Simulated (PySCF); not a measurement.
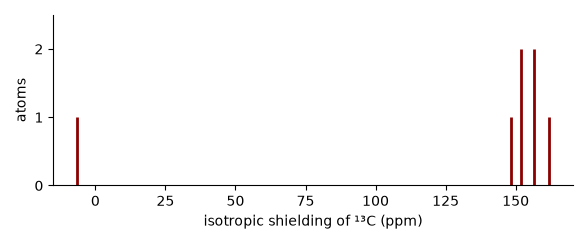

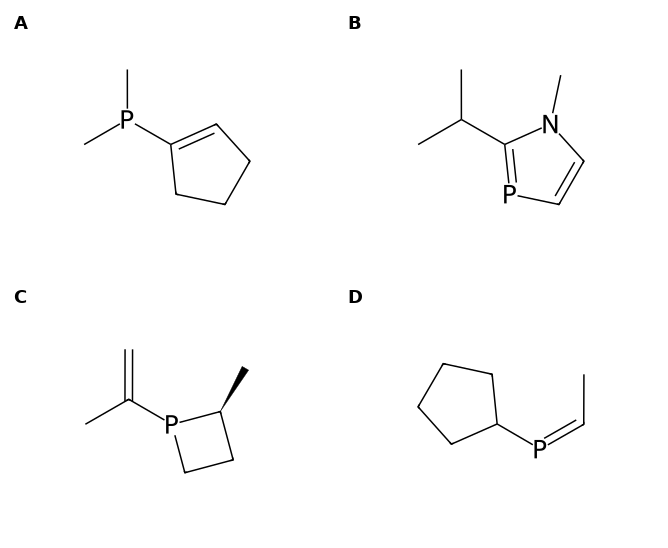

The sticks are computed shieldings of one of the molecules, for one fixed geometry (GFN2-xTB) without averaging over rotations. Low shielding means a high chemical shift. Method: GIAO PBE0/pcSseg-1 NMR shielding, non-relativistic, gas phase (PySCF 2.14.0).

Question: Which molecule gives this pattern?

Answer: D, `C/C=P\C1CCCC1`. Its 7 C atoms give lines at −6.6, 148.2, 151.9 (2 atoms), 156.6 (2 atoms), 161.9 ppm.

The geometry is semi-empirical. Around P such bond lengths and angles can be off by a tenth of an ångström or more and by several degrees, and values that hang on the shape move with them.
